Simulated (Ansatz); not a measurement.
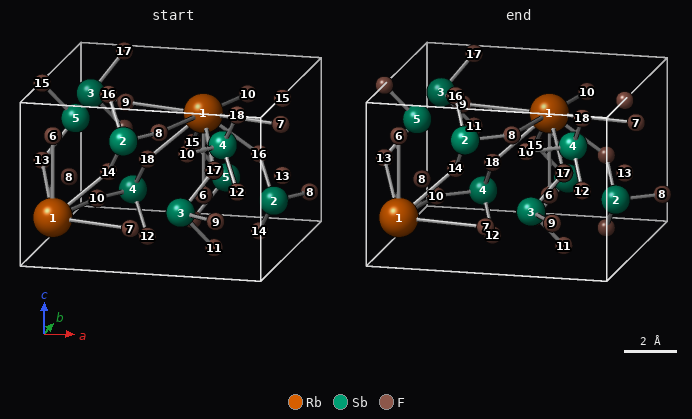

The structure of a crystal of RbSb$_{4}$F$_{13}$ (set up in I4/m) before (left) and after (right) a relaxation, at one scale.

A ball-and-stick model of the conventional cell (2 times the calculation's cell) (origin shifted), seen slightly off an axis. Lengths and directions refer to the drawn axes.

Theory: DFT, PBE, plane-wave PAW, default files, scalar-relativistic (Ansatz 0.2.0).

The input:
```yaml
crystal:
  lattice:
    - [-4.8175, 4.8175, 3.2815]
    - [4.8175, -4.8175, 3.2815]
    - [4.8175, 4.8175, -3.2815]
  atoms:
    - { symbol: Rb, position: [0.5, 0.5, 0.0] }
    - { symbol: Sb, position: [0.0194, 0.298, 0.3174] }
    - { symbol: Sb, position: [0.298, 0.9806, 0.2786] }
    - { symbol: Sb, position: [0.9806, 0.702, 0.6826] }
    - { symbol: Sb, position: [0.702, 0.0194, 0.7214] }
    - { symbol: F, position: [0.0, 0.0, 0.0] }
    - { symbol: F, position: [0.597, 0.847, 0.444] }
    - { symbol: F, position: [0.847, 0.403, 0.25] }
    - { symbol: F, position: [0.403, 0.153, 0.556] }
    - { symbol: F, position: [0.153, 0.597, 0.75] }
    - { symbol: F, position: [0.444, 0.333, 0.305] }
    - { symbol: F, position: [0.333, 0.028, 0.889] }
    - { symbol: F, position: [0.028, 0.139, 0.695] }
    - { symbol: F, position: [0.139, 0.444, 0.111] }
    - { symbol: F, position: [0.556, 0.667, 0.695] }
    - { symbol: F, position: [0.667, 0.972, 0.111] }
    - { symbol: F, position: [0.972, 0.861, 0.305] }
    - { symbol: F, position: [0.861, 0.556, 0.889] }
kpoints:
  mp_grid: { grid: [5, 5, 5] }
scf:
  occupations: { method: fermi_dirac, width: 0.02 }
hamiltonian:
  xc: pbe
  pseudopotentials: { kind: paw }
output:
  forces: true
  stress: true
  populations: true
  efg:
    quadrupole_moments_barn: { Rb: 0.1335, Sb: -0.543 }
    contact_densities: true
relax:
  f_tol: 0.02
  max_steps: 60
```

Run as
```bash
ansatz run input.yaml --threads 1 --pin off --max-ram 3072MiB --backend cpu --events-out ev --progress --plain --runs-dir out
```

Question: Summarise the run.

Answer: After 5 accepted moves (6 points after the start) the energy has fallen by 3.215 eV per cell of the calculation. Largest force component: 3.5 eV/Å at the start, 0.0073 eV/Å at the end. The line search rejected the trial step at point 5 of the run. The largest moves, 0.45 Å, are those of F7, F8, F9 and F10. F9 goes along [−1 −1 0]. By element the largest moves are F 0.45 Å, Sb 0.24 Å. Rb stays in place. The lattice vectors keep their values. Among the contacts that change: Rb1–F10 3.472 → 3.676 Å, Sb2–F14 2.100 → 1.969 Å, Rb1–F11 2.809 → 2.921 Å, Sb2–F8 1.945 → 1.996 Å. Among the angles between lasting bonds that change: F8–Sb2–F14 76.0° → 84.2°, Rb1–F16–Sb2 124.9° → 118.5°. The space group stays I4/m (No. 87). Cost: 120 s on 1 thread of Intel(R) Xeon(R) 6975P-C (Granite Rapids) (shared host), peak memory 0.93 GiB.
